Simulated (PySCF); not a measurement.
Geometry relaxation of BH₂ (part 2 of 3)

Continued. System: BH₂, multiplicity 2, SMILES [BH2]. Method: HF/cc-pVDZ-F12, UHF, sfX2C (PySCF 2.14.0). The geometry comes from this level: GFN2-xTB symmetrised.

Geometry of the input (Å):
```
B  0.0620  -0.0392  0.0303
H  0.0792  1.1124  0.1627
H  -0.7437  -0.6920  -0.4879
```

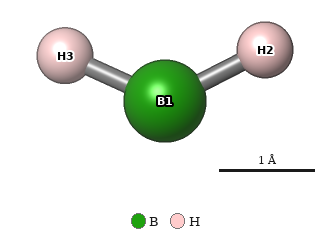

Fig. 1: The geometry at step 3 of the log (ball-and-stick view, seen at a tilt; atoms are numbered from 1 in the order of the input).

### The program's output, continued
```
--------------- DFsfX2C1eUHF_Scanner gradients ---------------
         x                y                z
0 B    -0.0002275810     0.0001439506    -0.0001113846
1 H     0.0001140238    -0.0000714630     0.0000558768
2 H     0.0001135572    -0.0000724876     0.0000555078
----------------------------------------------
cycle 3: E = -25.7665480896  dE = -1.02594e-05  norm(grad) = 0.000356907
Step    2 : Displace = 2.073e-03/2.078e-03 (rms/max) Trust = 1.414e-01 (+) Grad = 2.061e-04/2.914e-04 (rms/max) E (change) = -25.7665480896 (-1.026e-05) Quality = 1.088
Hessian Eigenvalues: 5.00000e-02 5.00000e-02 5.00000e-02 ... 9.49895e-02 1.53117e-01 2.15706e-01

Geometry optimization cycle 4
Cartesian coordinates (Angstrom)
 Atom        New coordinates             dX        dY        dZ
   B   0.070327  -0.044484   0.034420    0.000499 -0.000316  0.000244
   H   0.082362   1.131205   0.166468   -0.000325 -0.000008 -0.000182
   H  -0.755302  -0.705550  -0.495823   -0.000174  0.000323 -0.000062
New geometry
   1 B      0.070326632676  -0.044483911896   0.034419886290 AA    0.132898075020  -0.084062410432   0.065044158328 Bohr
   2 H      0.082361957417   1.131205457700   0.166467896190 AA    0.155641542602   2.137668505666   0.314578732332 Bohr
   3 H     -0.755301590093  -0.705549545804  -0.495822782480 AA   -1.427313146725  -1.333295408881  -0.936969265208 Bohr

******** <class 'pyscf.scf.hf.DFsfX2C1eUHF_Scanner'> ********
method = DFsfX2C1eUHF_Scanner
initial guess = minao
damping factor = 0
level_shift factor = 0
DIIS = <class 'pyscf.scf.diis.CDIIS'>
diis_start_cycle = 1
diis_space = 8
diis_damp = 0
SCF conv_tol = 1e-09
SCF conv_tol_grad = None
SCF max_cycles = 100
direct_scf = False
number electrons alpha = 4  beta = 3

******** <class 'pyscf.x2c.sfx2c1e.SpinFreeX2CHelper'> ********
approx = 1e
xuncontract = 1
Set gradient conv threshold to 3.16228e-05
******** <class 'pyscf.df.df.DF'> ********
auxbasis = aug-cc-pvtz-jkfit
init E= -25.7663865801868
  alpha nocc = 4  HOMO = -0.349659039636623  LUMO = 0.0414917718520762
  beta  nocc = 3  HOMO = -0.512626980578918  LUMO = 0.0339086411110952
  HOMO = -0.349659039637  LUMO = 0.0339086411111  gap/eV = 10.43741
cycle= 1 E= -25.7665484357139  delta_E= -0.000162  |g|= 8.73e-05  |ddm|= 0.000337
  alpha nocc = 4  HOMO = -0.34951685018546  LUMO = 0.0415230148271863
  beta  nocc = 3  HOMO = -0.512588835876386  LUMO = 0.0339483854175704
  HOMO = -0.349516850185  LUMO = 0.0339483854176  gap/eV = 10.43462
cycle= 2 E= -25.766548444853  delta_E= -9.14e-09  |g|= 3.56e-05  |ddm|= 9.88e-05
  alpha nocc = 4  HOMO = -0.349532632728565  LUMO = 0.041520804078699
  beta  nocc = 3  HOMO = -0.512592830196355  LUMO = 0.0339460951486155
  HOMO = -0.349532632729  LUMO = 0.0339460951486  gap/eV = 10.43499
cycle= 3 E= -25.7665484472979  delta_E= -2.44e-09  |g|= 1.33e-05  |ddm|= 7.14e-05
  alpha nocc = 4  HOMO = -0.349532143537352  LUMO = 0.0415211148355565
  beta  nocc = 3  HOMO = -0.51258485915297  LUMO = 0.0339470023778841
  HOMO = -0.349532143537  LUMO = 0.0339470023779  gap/eV = 10.43500
cycle= 4 E= -25.7665484477248  delta_E= -4.27e-10  |g|= 3.29e-06  |ddm|= 4.13e-05
  alpha nocc = 4  HOMO = -0.349532798505582  LUMO = 0.0415210529640264
  beta  nocc = 3  HOMO = -0.51258480661102  LUMO = 0.0339469047010796
  HOMO = -0.349532798506  LUMO = 0.0339469047011  gap/eV = 10.43501
Extra cycle  E= -25.7665484477421  delta_E= -1.73e-11  |g|= 1.84e-06  |ddm|= 5.21e-06
converged SCF energy = -25.7665484477421  <S^2> = 0.75354211  2S+1 = 2.003539

******** <class 'pyscf.grad.rhf.Gradients_Scanner'> for <class 'pyscf.scf.hf.DFsfX2C1eUHF_Scanner'> ********
unit = Eh/Bohr
--------------- DFsfX2C1eUHF_Scanner gradients ---------------
         x                y                z
0 B    -0.0000601650     0.0000380569    -0.0000294464
1 H     0.0000561013     0.0000380230     0.0000352947
2 H     0.0000040637    -0.0000760799    -0.0000058483
----------------------------------------------
cycle 4: E = -25.7665484477  dE = -3.58133e-07  norm(grad) = 0.000132714
Step    3 : Displace = 4.781e-04/6.389e-04 (rms/max) Trust = 2.000e-01 (+) Grad = 7.662e-05/7.704e-05 (rms/max) E (change) = -25.7665484477 (-3.581e-07) Quality = 1.356
Hessian Eigenvalues: 5.00000e-02 5.00000e-02 5.00000e-02 ... 5.16719e-02 1.81635e-01 2.15706e-01

Geometry optimization cycle 5
Cartesian coordinates (Angstrom)
 Atom        New coordinates             dX        dY        dZ
   B   0.070671  -0.044702   0.034588    0.000344 -0.000218  0.000168
   H   0.082062   1.131033   0.166282   -0.000300 -0.000173 -0.000186
   H  -0.755345  -0.705159  -0.495805   -0.000044  0.000390  0.000017
New geometry
   1 B      0.070670743023  -0.044701572782   0.034588303454 AA    0.133548349332  -0.084473729895   0.065362420641 Bohr
   2 H      0.082061519201   1.131032781264   0.166282182816 AA    0.155073796656   2.137342194493   0.314227784918 Bohr
   3 H     -0.755345262225  -0.705159208482  -0.495805486270 AA   -1.427395675093  -1.332557778245  -0.936936580108 Bohr

******** <class 'pyscf.scf.hf.DFsfX2C1eUHF_Scanner'> ********
method = DFsfX2C1eUHF_Scanner
initial guess = minao
damping factor = 0
level_shift factor = 0
DIIS = <class 'pyscf.scf.diis.CDIIS'>
diis_start_cycle = 1
diis_space = 8
diis_damp = 0
SCF conv_tol = 1e-09
SCF conv_tol_grad = None
SCF max_cycles = 100
direct_scf = False
number electrons alpha = 4  beta = 3

******** <class 'pyscf.x2c.sfx2c1e.SpinFreeX2CHelper'> ********
approx = 1e
xuncontract = 1
Set gradient conv threshold to 3.16228e-05
******** <class 'pyscf.df.df.DF'> ********
auxbasis = aug-cc-pvtz-jkfit
init E= -25.7665294012244
  alpha nocc = 4  HOMO = -0.349692107207215  LUMO = 0.0415109175923467
  beta  nocc = 3  HOMO = -0.512471499900191  LUMO = 0.0339468705032013
  HOMO = -0.349692107207  LUMO = 0.0339468705032  gap/eV = 10.43935
cycle= 1 E= -25.7665485410001  delta_E= -1.91e-05  |g|= 5.63e-05  |ddm|= 0.000228
  alpha nocc = 4  HOMO = -0.34963633660823  LUMO = 0.0415087202136162
  beta  nocc = 3  HOMO = -0.5124981823323  LUMO = 0.0339476938557279
  HOMO = -0.349636336608  LUMO = 0.0339476938557  gap/eV = 10.43785
cycle= 2 E= -25.7665485452463  delta_E= -4.25e-09  |g|= 2.62e-05  |ddm|= 6.37e-05
  alpha nocc = 4  HOMO = -0.349641172157671  LUMO = 0.0415083277822745
  beta  nocc = 3  HOMO = -0.512490755022163  LUMO = 0.0339482562691744
  HOMO = -0.349641172158  LUMO = 0.0339482562692  gap/eV = 10.43800
cycle= 3 E= -25.7665485467197  delta_E= -1.47e-09  |g|= 7.41e-06  |ddm|= 5.77e-05
  alpha nocc = 4  HOMO = -0.349642452240776  LUMO = 0.0415083714430757
  beta  nocc = 3  HOMO = -0.51248856623773  LUMO = 0.0339483075172309
  HOMO = -0.349642452241  LUMO = 0.0339483075172  gap/eV = 10.43804
cycle= 4 E= -25.7665485468516  delta_E= -1.32e-10  |g|= 1.3e-06  |ddm|= 2.52e-05
  alpha nocc = 4  HOMO = -0.349642427697338  LUMO = 0.0415083769961759
  beta  nocc = 3  HOMO = -0.512488412090817  LUMO = 0.0339483182735476
  HOMO = -0.349642427697  LUMO = 0.0339483182735  gap/eV = 10.43804
Extra cycle  E= -25.7665485468542  delta_E= -2.63e-12  |g|= 6.65e-07  |ddm|= 1.64e-06
converged SCF energy = -25.7665485468542  <S^2> = 0.75353721  2S+1 = 2.0035341

******** <class 'pyscf.grad.rhf.Gradients_Scanner'> for <class 'pyscf.scf.hf.DFsfX2C1eUHF_Scanner'> ********
unit = Eh/Bohr
--------------- DFsfX2C1eUHF_Scanner gradients ---------------
         x                y                z
0 B     0.0000082739    -0.0000052330     0.0000040496
1 H     0.0000065866     0.0000261299     0.0000064537
2 H    -0.0000148605    -0.0000208970    -0.0000105032
----------------------------------------------
cycle 5: E = -25.7665485469  dE = -9.91121e-08  norm(grad) = 4.05941e-05
Step    4 : Displace = 4.096e-04/4.406e-04 (rms/max) Trust = 2.828e-01 (+) Grad = 2.344e-05/2.771e-05 (rms/max) E (change) = -25.7665485469 (-9.911e-08) Quality = 1.117
Hessian Eigenvalues: 4.69355e-02 5.00000e-02 5.00000e-02 ... 5.00000e-02 1.77151e-01 2.15706e-01

Geometry optimization cycle 6
Cartesian coordinates (Angstrom)
 Atom        New coordinates             dX        dY        dZ
   B   0.070700  -0.044720   0.034603    0.000030 -0.000019  0.000014
   H   0.082018   1.130978   0.166252   -0.000044 -0.000055 -0.000030
   H  -0.755331  -0.705086  -0.495790    0.000014  0.000073  0.000016
New geometry
   1 B      0.070700275584  -0.044720253386   0.034602757342 AA    0.133604157784  -0.084509031120   0.065389734531 Bohr
   2 H      0.082017554598   1.130978098260   0.166251870526 AA    0.154990715598   2.137238858594   0.314170502990 Bohr
   3 H     -0.755330830183  -0.705085844875  -0.495789627867 AA   -1.427368402486  -1.332419141121  -0.936906612069 Bohr

******** <class 'pyscf.scf.hf.DFsfX2C1eUHF_Scanner'> ********
method = DFsfX2C1eUHF_Scanner
initial guess = minao
damping factor = 0
level_shift factor = 0
DIIS = <class 'pyscf.scf.diis.CDIIS'>
diis_start_cycle = 1
diis_space = 8
diis_damp = 0
SCF conv_tol = 1e-09
SCF conv_tol_grad = None
SCF max_cycles = 100
direct_scf = False
number electrons alpha = 4  beta = 3

******** <class 'pyscf.x2c.sfx2c1e.SpinFreeX2CHelper'> ********
approx = 1e
xuncontract = 1
Set gradient conv threshold to 3.16228e-05
******** <class 'pyscf.df.df.DF'> ********
auxbasis = aug-cc-pvtz-jkfit
init E= -25.7665690075947
  alpha nocc = 4  HOMO = -0.349648617555605  LUMO = 0.0415131584552135
  beta  nocc = 3  HOMO = -0.512474567416915  LUMO = 0.0339546577640393
  HOMO = -0.349648617556  LUMO = 0.033954657764  gap/eV = 10.43838
cycle= 1 E= -25.7665485503458  delta_E= 2.05e-05  |g|= 9.35e-06  |ddm|= 2.8e-05
  alpha nocc = 4  HOMO = -0.349653926535795  LUMO = 0.0415072900878313
  beta  nocc = 3  HOMO = -0.512489553287113  LUMO = 0.0339483671816065
  HOMO = -0.349653926536  LUMO = 0.0339483671816  gap/eV = 10.43835
cycle= 2 E= -25.7665485504488  delta_E= -1.03e-10  |g|= 3.41e-06  |ddm|= 8.89e-06
  alpha nocc = 4  HOMO = -0.349652985125205  LUMO = 0.041507477939545
  beta  nocc = 3  HOMO = -0.512487609592939  LUMO = 0.0339487532434539
  HOMO = -0.349652985125  LUMO = 0.0339487532435  gap/eV = 10.43833
Extra cycle  E= -25.7665485504656  delta_E= -1.68e-11  |g|= 1.71e-06  |ddm|= 3.58e-06
converged SCF energy = -25.7665485504656  <S^2> = 0.75353668  2S+1 = 2.0035336

******** <class 'pyscf.grad.rhf.Gradients_Scanner'> for <class 'pyscf.scf.hf.DFsfX2C1eUHF_Scanner'> ********
unit = Eh/Bohr
--------------- DFsfX2C1eUHF_Scanner gradients ---------------
         x                y                z
0 B     0.0000031684    -0.0000020040     0.0000015507
1 H    -0.0000001469     0.0000041534     0.0000003610
2 H    -0.0000030215    -0.0000021494    -0.0000019117
----------------------------------------------
cycle 6: E = -25.7665485505  dE = -3.61132e-09  norm(grad) = 7.16005e-06
Step    5 : Displace = 6.612e-05/7.643e-05 (rms/max) Trust = 3.000e-01 (+) Grad = 4.134e-06/4.172e-06 (rms/max) E (change) = -25.7665485505 (-3.611e-09) Quality = 1.115
Hessian Eigenvalues: 4.98746e-02 5.00000e-02 5.00000e-02 ... 5.00000e-02 1.51646e-01 2.15706e-01

Geometry optimization cycle 7
Cartesian coordinates (Angstrom)
 Atom        New coordinates             dX        dY        dZ
   B   0.070696  -0.044718   0.034601   -0.000004  0.000002 -0.000002
   H   0.082017   1.130972   0.166251   -0.000000 -0.000006 -0.000001
   H  -0.755327  -0.705082  -0.495787    0.000004  0.000004  0.000003
New geometry
   1 B      0.070696447527  -0.044717832154   0.034600883966 AA    0.133596923805  -0.084504455656   0.065386194363 Bohr
   2 H      0.082017277939   1.130972084179   0.166251075181 AA    0.154990192787   2.137227493627   0.314169000007 Bohr
   3 H     -0.755326725467  -0.705082252024  -0.495786959147 AA   -1.427360645696  -1.332412351618  -0.936901568918 Bohr

******** <class 'pyscf.scf.hf.DFsfX2C1eUHF_Scanner'> ********
method = DFsfX2C1eUHF_Scanner
initial guess = minao
damping factor = 0
level_shift factor = 0
DIIS = <class 'pyscf.scf.diis.CDIIS'>
diis_start_cycle = 1
diis_space = 8
diis_damp = 0
SCF conv_tol = 1e-09
SCF conv_tol_grad = None
SCF max_cycles = 100
direct_scf = False
number electrons alpha = 4  beta = 3

******** <class 'pyscf.x2c.sfx2c1e.SpinFreeX2CHelper'> ********
approx = 1e
xuncontract = 1
Set gradient conv threshold to 3.16228e-05
******** <class 'pyscf.df.df.DF'> ********
auxbasis = aug-cc-pvtz-jkfit
init E= -25.7665531679617
  alpha nocc = 4  HOMO = -0.34964984498596  LUMO = 0.0415087275182913
  beta  nocc = 3  HOMO = -0.512487829971643  LUMO = 0.0339500466022624
  HOMO = -0.349649844986  LUMO = 0.0339500466023  gap/eV = 10.43828
cycle= 1 E= -25.7665485505128  delta_E= 4.62e-06  |g|= 1.7e-06  |ddm|= 4.72e-06
  alpha nocc = 4  HOMO = -0.349652529668219  LUMO = 0.0415076275158635
  beta  nocc = 3  HOMO = -0.512489947642551  LUMO = 0.0339487836886105
  HOMO = -0.349652529668  LUMO = 0.0339487836886  gap/eV = 10.43832
cycle= 2 E= -25.7665485505162  delta_E= -3.39e-12  |g|= 6e-07  |ddm|= 1.46e-06
  alpha nocc = 4  HOMO = -0.349652292721685  LUMO = 0.0415076746120517
  beta  nocc = 3  HOMO = -0.512489631653704  LUMO = 0.0339488564860009
  HOMO = -0.349652292722  LUMO = 0.033948856486  gap/eV = 10.43832
Extra cycle  E= -25.7665485505167  delta_E= -5.19e-13  |g|= 3.06e-07  |ddm|= 5.71e-07
converged SCF energy = -25.7665485505167  <S^2> = 0.7535366  2S+1 = 2.0035335

******** <class 'pyscf.grad.rhf.Gradients_Scanner'> for <class 'pyscf.scf.hf.DFsfX2C1eUHF_Scanner'> ********
unit = Eh/Bohr
--------------- DFsfX2C1eUHF_Scanner gradients ---------------
         x                y                z
0 B    -0.0000000650     0.0000000411    -0.0000000318
1 H     0.0000001288     0.0000001905     0.0000000920
2 H    -0.0000000638    -0.0000002317    -0.0000000602
----------------------------------------------
cycle 7: E = -25.7665485505  dE = -5.11591e-11  norm(grad) = 3.60052e-07
Step    6 : Displace = 5.709e-06/6.073e-06 (rms/max) Trust = 3.000e-01 (=) Grad = 2.079e-07/2.477e-07 (rms/max) E (change) = -25.7665485505 (-5.116e-11) Quality = 0.770
Hessian Eigenvalues: 4.98746e-02 5.00000e-02 5.00000e-02 ... 5.00000e-02 1.51646e-01 2.15706e-01
Converged! =D

converged: True
B           0.07069645       -0.04471783        0.03460088
H           0.08201728        1.13097208        0.16625108
H          -0.75532673       -0.70508225       -0.49578696

******** <class 'pyscf.df.df_jk.DFsfX2C1eUHF'> ********
method = DFsfX2C1eUHF
initial guess = minao
damping factor = 0
level_shift factor = 0
DIIS = <class 'pyscf.scf.diis.CDIIS'>
diis_start_cycle = 1
diis_space = 8
diis_damp = 0
SCF conv_tol = 1e-09
SCF conv_tol_grad = None
SCF max_cycles = 100
direct_scf = False
number electrons alpha = 4  beta = 3

******** <class 'pyscf.x2c.sfx2c1e.SpinFreeX2CHelper'> ********
approx = 1e
xuncontract = 1
Set gradient conv threshold to 3.16228e-05
******** <class 'pyscf.df.df.DF'> ********
auxbasis = aug-cc-pvtz-jkfit
init E= -25.5294606271474
  alpha nocc = 4  HOMO = -0.0684601392732977  LUMO = -0.0134085253426406
  beta  nocc = 3  HOMO = -0.385733592836578  LUMO = -0.0684601392732977

WARN: HOMO -0.0684601392732977 >= LUMO -0.0684601392732977

cycle= 1 E= -25.7298094232952  delta_E= -0.2  |g|= 0.155  |ddm|= 0.737
  alpha nocc = 4  HOMO = -0.347102693681269  LUMO = 0.0232207990257026
  beta  nocc = 3  HOMO = -0.544185283398999  LUMO = 0.0175899499280922
  HOMO = -0.347102693681  LUMO = 0.0175899499281  gap/eV = 9.92379
cycle= 2 E= -25.7610309203239  delta_E= -0.0312  |g|= 0.054  |ddm|= 0.249
  alpha nocc = 4  HOMO = -0.335228232762694  LUMO = 0.0409902275393037
  beta  nocc = 3  HOMO = -0.511940789833523  LUMO = 0.0335925471318141
  HOMO = -0.335228232763  LUMO = 0.0335925471318  gap/eV = 10.03612
cycle= 3 E= -25.7654341018579  delta_E= -0.0044  |g|= 0.0208  |ddm|= 0.0924
  alpha nocc = 4  HOMO = -0.347202875368717  LUMO = 0.0415935301233255
  beta  nocc = 3  HOMO = -0.513644896707949  LUMO = 0.0337299862214557
  HOMO = -0.347202875369  LUMO = 0.0337299862215  gap/eV = 10.36571
cycle= 4 E= -25.7664060034019  delta_E= -0.000972  |g|= 0.00736  |ddm|= 0.0511
  alpha nocc = 4  HOMO = -0.349148422784441  LUMO = 0.0414445837581763
  beta  nocc = 3  HOMO = -0.513225149615931  LUMO = 0.0337647390020024
  HOMO = -0.349148422784  LUMO = 0.033764739002  gap/eV = 10.41960
cycle= 5 E= -25.7665346329968  delta_E= -0.000129  |g|= 0.0024  |ddm|= 0.0179
  alpha nocc = 4  HOMO = -0.349851020444532  LUMO = 0.0415329407238412
  beta  nocc = 3  HOMO = -0.512375527002279  LUMO = 0.033967300211156
  HOMO = -0.349851020445  LUMO = 0.0339673002112  gap/eV = 10.44423
cycle= 6 E= -25.7665476060031  delta_E= -1.3e-05  |g|= 0.000658  |ddm|= 0.00621
  alpha nocc = 4  HOMO = -0.349636300032393  LUMO = 0.0415026071835598
  beta  nocc = 3  HOMO = -0.512452090817319  LUMO = 0.0339480310094054
  HOMO = -0.349636300032  LUMO = 0.0339480310094  gap/eV = 10.43786
cycle= 7 E= -25.7665484793772  delta_E= -8.73e-07  |g|= 0.000169  |ddm|= 0.00136
  alpha nocc = 4  HOMO = -0.349657844628142  LUMO = 0.0415071073372744
  beta  nocc = 3  HOMO = -0.512476429689192  LUMO = 0.0339495367108604
  HOMO = -0.349657844628  LUMO = 0.0339495367109  gap/eV = 10.43849
cycle= 8 E= -25.7665485423298  delta_E= -6.3e-08  |g|= 5.65e-05  |ddm|= 0.000428
  alpha nocc = 4  HOMO = -0.349650086192987  LUMO = 0.0415075248249144
  beta  nocc = 3  HOMO = -0.51248940653268  LUMO = 0.033948604211206
  HOMO = -0.349650086193  LUMO = 0.0339486042112  gap/eV = 10.43825
cycle= 9 E= -25.7665485502181  delta_E= -7.89e-09  |g|= 1.15e-05  |ddm|= 0.000181
  alpha nocc = 4  HOMO = -0.349652138687336  LUMO = 0.04150774985927
  beta  nocc = 3  HOMO = -0.512489254165511  LUMO = 0.0339489296374476
  HOMO = -0.349652138687  LUMO = 0.0339489296374  gap/eV = 10.43832
cycle= 10 E= -25.766548550508  delta_E= -2.9e-10  |g|= 2.22e-06  |ddm|= 3.54e-05
  alpha nocc = 4  HOMO = -0.349652096965078  LUMO = 0.0415076917000849
  beta  nocc = 3  HOMO = -0.512489660114848  LUMO = 0.0339488557748062
  HOMO = -0.349652096965  LUMO = 0.0339488557748  gap/eV = 10.43831
Extra cycle  E= -25.7665485505146  delta_E= -6.64e-12  |g|= 1.05e-06  |ddm|= 2.29e-06
converged SCF energy = -25.7665485505146  <S^2> = 0.75353657  2S+1 = 2.0035334
total energy: -25.76654855 hartree
Mode                                 0                   1                   2
Irrep
Freq [cm^-1]                     1100.5576           2677.6924           2826.2465
Reduced mass [au]                   1.1392              1.0364              1.1434
Force const [Dyne/A]                0.8130              4.3781              5.3812
Char temp [K]                    1583.4573           3852.6033           4066.3394
Normal mode                   x     y     z       x     y     z       x     y     z
       0   B                -0.08  0.05 -0.04   -0.04  0.03 -0.02    0.04  0.10  0.03
       1   H                 0.58 -0.02  0.32   -0.03 -0.69 -0.09   -0.01 -0.65 -0.07
       2   H                 0.33 -0.55  0.13    0.47  0.41  0.31   -0.46 -0.37 -0.29
temperature 298.1500 [K]
pressure 101325.00 [Pa]
Rotational constants [GHz] 1093.21800 222.30981 184.74188
Symmetry number 2
Zero-point energy (ZPE) 0.01505 [Eh]   39503.662 [J/mol]
                           tot       elec      trans        rot        vib
Entropy [J/mol/K]       193.740      5.763    140.567     47.149      0.261
Cv [J/mol/K]             26.118      0.000     12.472     12.472      1.175
Cp [J/mol/K]             34.432      0.000     20.786     12.472      1.175
Internal energy [J/mol]                      3718.434   3718.434  39569.105
Internal energy [Eh]   -25.74864  -25.76655
Enthalpy [J/mol]                             6197.391   3718.434  39569.105
Enthalpy [Eh]          -25.74770
Gibbs free energy [J/mol]                  -35712.666 -10339.042  39491.383
Gibbs free energy [Eh] -25.76970
```

### Trajectory as extended XYZ (Å, eV, eV/Å), 7 frames, from step=0 to step=6
```
3
Properties=species:S:1:pos:R:3:forces:R:3 step=0 energy=-701.12848
B     0.0620   -0.0392    0.0303    0.4411  -0.2790   0.2159
H     0.0792    1.1124    0.1627    0.0070   0.6384   0.0719
H    -0.7437   -0.6920   -0.4879   -0.4481  -0.3594  -0.2878
3
Properties=species:S:1:pos:R:3:forces:R:3 step=1 energy=-701.14321
B     0.0682   -0.0432    0.0334    0.0698  -0.0442   0.0342
H     0.0828    1.1291    0.1665   -0.0091   0.0787   0.0033
H    -0.7536   -0.7048   -0.4948   -0.0607  -0.0346  -0.0375
3
Properties=species:S:1:pos:R:3:forces:R:3 step=2 energy=-701.14349
B     0.0698   -0.0442    0.0342    0.0117  -0.0074   0.0057
H     0.0827    1.1312    0.1666   -0.0059   0.0037  -0.0029
H    -0.7551   -0.7059   -0.4958   -0.0058   0.0037  -0.0029
3
Properties=species:S:1:pos:R:3:forces:R:3 step=3 energy=-701.14350
B     0.0703   -0.0445    0.0344    0.0031  -0.0020   0.0015
H     0.0824    1.1312    0.1665   -0.0029  -0.0020  -0.0018
H    -0.7553   -0.7056   -0.4958   -0.0002   0.0039   0.0003
3
Properties=species:S:1:pos:R:3:forces:R:3 step=4 energy=-701.14350
B     0.0707   -0.0447    0.0346   -0.0004   0.0003  -0.0002
H     0.0821    1.1310    0.1663   -0.0003  -0.0013  -0.0003
H    -0.7553   -0.7052   -0.4958    0.0008   0.0011   0.0005
3
Properties=species:S:1:pos:R:3:forces:R:3 step=5 energy=-701.14350
B     0.0707   -0.0447    0.0346   -0.0002   0.0001  -0.0001
H     0.0820    1.1310    0.1663    0.0000  -0.0002   0.0000
H    -0.7553   -0.7051   -0.4958    0.0002   0.0001   0.0001
3
Properties=species:S:1:pos:R:3:forces:R:3 step=6 energy=-701.14350
B     0.0707   -0.0447    0.0346    0.0000   0.0000   0.0000
H     0.0820    1.1310    0.1663    0.0000   0.0000   0.0000
H    -0.7553   -0.7051   -0.4958    0.0000   0.0000   0.0000
```
